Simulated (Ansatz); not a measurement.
CHSbSi (triplet)

Input

```
crystal:
  periodic: [false, false, false]
  atoms:
    - {symbol: C, position_ang: [0.208668, -0.776207, -0.401692]}
    - {symbol: Sb, position_ang: [-1.574860, -0.729507, 0.948745]}
    - {symbol: Si, position_ang: [0.955425, -1.809970, 0.726728]}
    - {symbol: H, position_ang: [0.095025, -0.177070, -1.310045]}
basis:
  gaussian:
    orbitals: def2-TZVPD
hamiltonian:
  xc: {name: PBE0}
magnetization:
  spin_polarized: true
  initial_magnetization: 2
output: {forces: true, orbitals: {seedname: orbitals}}
```

Run with:

```sh
ansatz run input.yaml --threads 1 --pin off --max-ram 2610MiB --events-out events.jsonl --progress --plain --runs-dir runs
```

Geometry: r2SCAN-D4/def2-SVP; core potentials replace the inner electrons of Sb.

The calculation used Ansatz, isolated molecule in a Gaussian basis; Kohn-Sham density functional theory, functional PBE0.

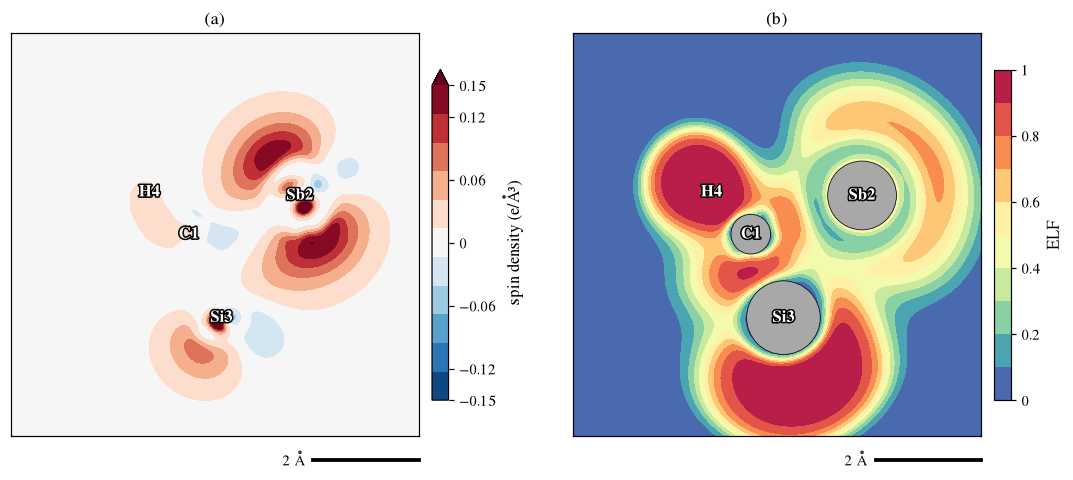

Figure 1. (a) spin density (α minus β); (b) electron localisation function on the molecular plane. Grey discs cover the atomic cores in the ELF map.

### What does the map show?

The section cuts through C, Sb, Si and H sites. C–Si (1.70 Å): the ELF peaks at about 0.90 between the atoms, as expected for a covalent bond. C–Sb (2.24 Å): the ELF peaks at about 0.80 in the valence shell of C, 0.8 Å from its nucleus, and drops to about 0.20 between the two atoms. Si–Sb (2.76 Å): the ELF is about 0.40 at the midpoint. C–H (1.09 Å): the ELF climbs to about 1 towards the hydrogen, as it does in any bond to H: a covalent bond by its length. The ELF also peaks beside Si3, away from the bonds: non-bonding electrons, paired or unpaired. The unpaired spin (2 electrons) lies mostly on Sb2 (about 1.6), Si3 (about 0.3) and C1 (about 0.1), in electrons by Hirshfeld's partition.

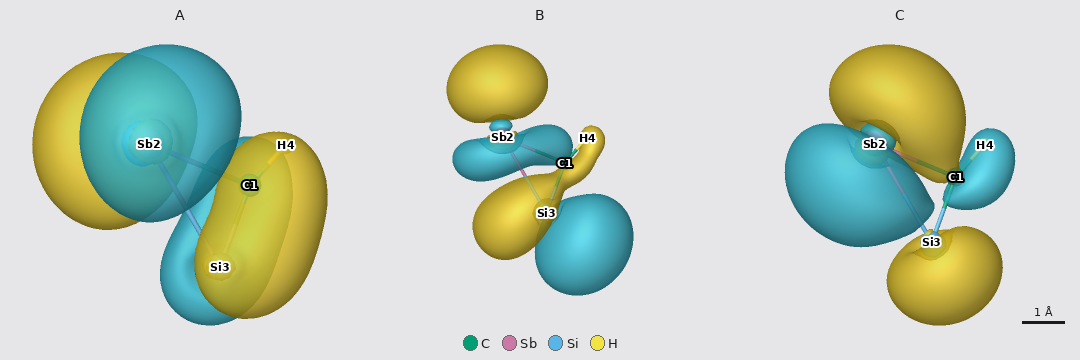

Figure 2. Three frontier orbitals at ±0.06 Å⁻³ᐟ² (yellow and cyan are the two phases), in no order.

### Which picture is the HOMO−1, the HOMO and the LUMO? All are α orbitals.

C is the HOMO−1 (α) (−6.67 eV). It lies mainly on Sb2 (about 70 %), Si3 (about 25 %) and C1 (about 5 %); it is symmetric in the molecular plane (an in-plane orbital: σ, lone-pair or in-plane π type). A is the HOMO (α) (−5.31 eV). Its weight (Hirshfeld) is mainly on Sb2 (about 65 %), C1 (about 20 %) and Si3 (about 15 %); it changes sign across the molecular plane (π type); π-bonding across C1–Si3. B is the LUMO (α) (−1.42 eV). It lies mainly on Si3 (about 60 %) and Sb2 (about 30 %); it is symmetric in the molecular plane (an in-plane orbital: σ, lone-pair or in-plane π type).

### What is the gap between the highest occupied and lowest empty α orbitals?

3.89 eV between the orbital energies.

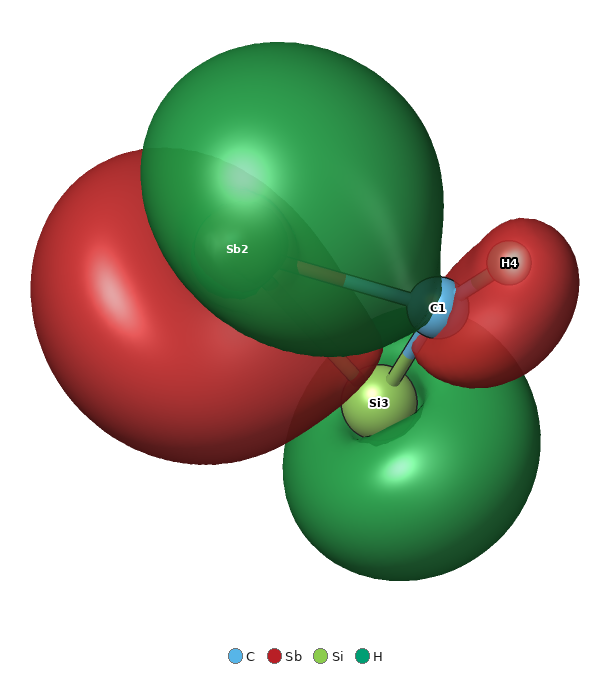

Figure 3. The HOMO−1 (α) at ±0.06 Å⁻³ᐟ² (green and red are the two phases), seen at an oblique angle.

### Describe this orbital and give its energy.

It lies mainly on Sb2 (about 70 %), Si3 (about 25 %) and C1 (about 5 %); it is symmetric in the molecular plane (an in-plane orbital: σ, lone-pair or in-plane π type). Its energy is −6.67 eV.
